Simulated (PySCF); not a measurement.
```xyz
17

C     3.9984    0.5041    0.1424
C     2.6548   -0.0361    0.0812
C     1.5477   -0.4920    0.0276
C     0.2085   -1.0243   -0.0292
Si   -1.0809    0.3275    0.3130
O    -2.4698   -0.5062    0.1916
C    -3.7671   -0.0229    0.3478
H     3.9627    1.5718    0.3605
H     4.5061    0.3558   -0.8109
H     4.5689    0.0045    0.9257
H     0.1155   -1.8288    0.7038
H     0.0425   -1.4648   -1.0150
H    -1.0203    1.4104   -0.6764
H    -0.9248    0.9147    1.6497
H    -3.9803    0.7603   -0.3834
H    -3.9098    0.3906    1.3490
H    -4.4591   -0.8525    0.1992
```

Geometry: GFN2-xTB.

Level of theory: wB97X-D/def2-SVPD, SCF density, gas phase in PySCF.

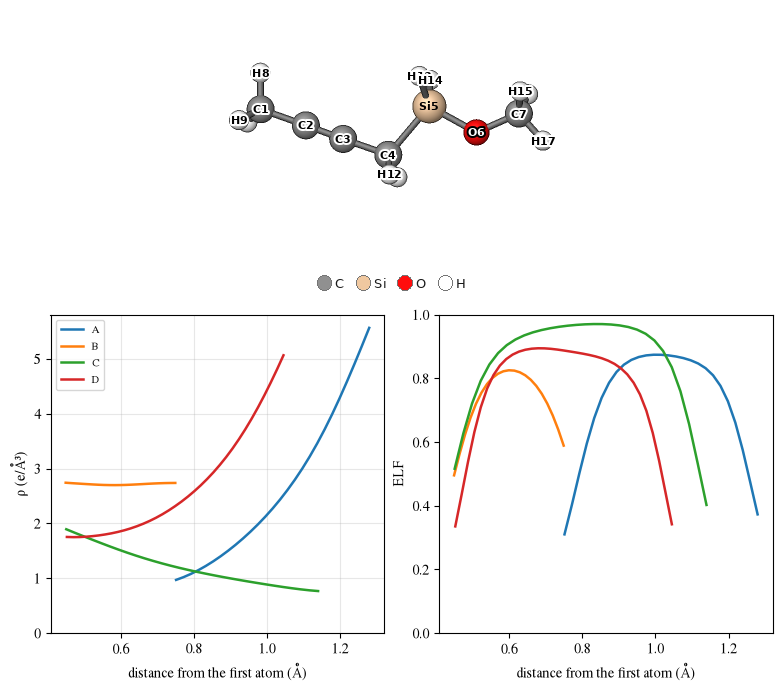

C$_{5}$H$_{10}$OSi (SMILES CC#CC[SiH2]OC). Total electron density and electron localisation function along straight lines between neighbouring atoms. The curves leave out the atomic cores. The structure is drawn too.

Which curve belongs to which contact (C–C, C–O, C–Si and Si–O)? The first atom named is at distance zero.

Curve A: Si–O (1.62 Å): ρ at the midpoint is about 1.1 e/Å³; the ELF peaks at about 0.85 between the atoms, as expected for a short, strongly polar bond. Curve B: C–C (1.20 Å): ρ at the midpoint is about 2.7 e/Å³; the ELF peaks at about 0.85 between the atoms: a multiple bond. Curve C: C–Si (1.90 Å): the density is about 0.94 e/Å³ at the midpoint; the ELF peaks at about 1 between the atoms; a covalent bond. Curve D: C–O (1.39 Å): the density is about 2.1 e/Å³ at the midpoint, with its minimum of 1.7 e/Å³ about 0.5 Å from C; the ELF peaks at about 0.90 between the atoms (a polar covalent bond).
